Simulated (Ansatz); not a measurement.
**FH2NOSi (SMILES N=[Si](O)F): one structure at several levels**

The atoms stand at a structure displaced at random from a GFN2-xTB minimum. How far do the functionals agree with CCSD(T) there?

Computed with Ansatz 0.2.0, Gaussian basis. Level: single points in def2-TZVPP.

Cores are frozen in the correlated methods.

## 1. Where the work starts

SMILES `N=[Si](O)F`, 6 atoms, charge 0, spin multiplicity 1.

Atoms are counted from 1 here; the program's logs count them from 0.

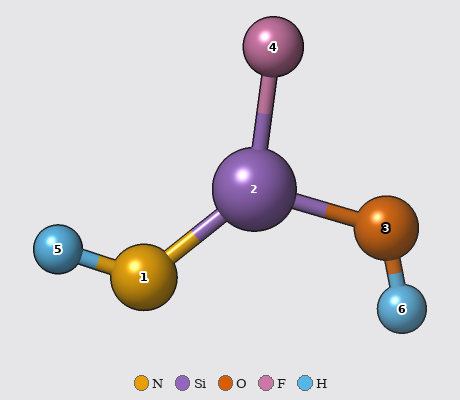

Start geometry, drawn with nitrogen amber, silicon purple, oxygen orange, fluorine pink, hydrogen blue; atoms are numbered from 1 in the order of the file.

As a file:

```mol
FH2NOSi
  3D, bonds by distance, orders not assigned

  6  5  0  0  0  0  0  0  0  0999 V2000
   -0.3445    1.2302   -0.7457 N   0  0
   -0.0794   -0.3216   -0.1333 Si  0  0
    0.6712   -0.6308    1.3267 O   0  0
   -0.4382   -1.9503   -0.6526 F   0  0
   -0.9024    1.4141   -1.6582 H   0  0
    1.0279    0.1414    1.8504 H   0  0
  1  2  8  0
  1  5  8  0
  2  3  8  0
  2  4  8  0
  3  6  8  0
M  END
```

## 2. CCSD(T)/def2-TZVPP

Contents of run/in.yaml:

```yaml
crystal:
  periodic: [false, false, false]
  atoms:
    - {symbol: N, position_ang: [-0.344500, 1.230200, -0.745700]}
    - {symbol: Si, position_ang: [-0.079400, -0.321600, -0.133300]}
    - {symbol: O, position_ang: [0.671200, -0.630800, 1.326700]}
    - {symbol: F, position_ang: [-0.438200, -1.950300, -0.652600]}
    - {symbol: H, position_ang: [-0.902400, 1.414100, -1.658200]}
    - {symbol: H, position_ang: [1.027900, 0.141400, 1.850400]}
basis:
  gaussian: {orbitals: def2-TZVPP}
correlation: {method: ccsd_t}
output: {forces: true}
```

No record of the launch command was kept for these runs.

## 3. PBE0-D4/def2-TZVPP

Changes to run/in.yaml since step 2:

```diff
@@ -11,3 +11,3 @@
   gaussian: {orbitals: def2-TZVPP}
-correlation: {method: ccsd_t}
-output: {forces: true}
+hamiltonian: {xc: pbe0, dispersion: d4}
+output: {forces: true, orbitals: {seedname: orbitals}}
```

## 4. wB97M-V/def2-TZVPP

Changes to run/in.yaml since step 3:

```diff
@@ -11,3 +11,3 @@
   gaussian: {orbitals: def2-TZVPP}
-hamiltonian: {xc: pbe0, dispersion: d4}
-output: {forces: true, orbitals: {seedname: orbitals}}
+hamiltonian: {xc: {name: wB97M-V}}
+output: {forces: true}
```

## 5. r2SCAN-D4/def2-TZVPP

Changes to run/in.yaml since step 4:

```diff
@@ -11,3 +11,3 @@
   gaussian: {orbitals: def2-TZVPP}
-hamiltonian: {xc: {name: wB97M-V}}
+hamiltonian: {xc: r2scan, dispersion: d4}
 output: {forces: true}
```

## 6. PBE-D4/def2-TZVPP

Changes to run/in.yaml since step 5:

```diff
@@ -11,3 +11,3 @@
   gaussian: {orbitals: def2-TZVPP}
-hamiltonian: {xc: r2scan, dispersion: d4}
+hamiltonian: {xc: pbe, dispersion: d4}
 output: {forces: true}
```

## 7. BLYP-D4/def2-TZVPP

Changes to run/in.yaml since step 6:

```diff
@@ -11,3 +11,3 @@
   gaussian: {orbitals: def2-TZVPP}
-hamiltonian: {xc: pbe, dispersion: d4}
+hamiltonian: {xc: {name: BLYP}, dispersion: d4}
 output: {forces: true}
```

## 8. r2SCAN0-D4/def2-TZVPP

Changes to run/in.yaml since step 7:

```diff
@@ -11,3 +11,3 @@
   gaussian: {orbitals: def2-TZVPP}
-hamiltonian: {xc: {name: BLYP}, dispersion: d4}
+hamiltonian: {xc: {name: r2SCAN0}, dispersion: d4}
 output: {forces: true}
```

(Steps that only read results are left out.)

Q: Predict the outcome of this session. Wanted: energy less free atoms, CCSD(T)/def2-TZVPP; RMS force component; RMS force error; HOMO and LUMO, PBE0-D4; T1 diagnostic.

As calculated:

| quantity | value |
| --- | --- |
| energy less free atoms, CCSD(T)/def2-TZVPP | -516.7 kcal/mol |
| RMS force component | 1.126 to 1.601 eV/Å over the methods |
| RMS force error | PBE0-D4 0.149, wB97M-V 0.193, r2SCAN-D4 0.110, PBE-D4 0.296, BLYP-D4 0.335, r2SCAN0-D4 0.248 eV/Å |
| HOMO and LUMO, PBE0-D4 | -7.66 and -1.89 eV |
| T1 diagnostic | 0.017 |

**Reading.** Against CCSD(T) the functionals' energies less atoms differ by -39.4 to +5.1 kcal/mol, PBE-D4 by -39.4 kcal/mol. A larger basis would deepen the CCSD(T) value, while the functionals are nearly converged already, so the order here is not reliable. For forces r2SCAN-D4 does best and BLYP-D4 worst. Frozen-core CCSD(T) forces in triple zeta carry basis errors of their own, and this is one geometry, so small gaps rank nothing.
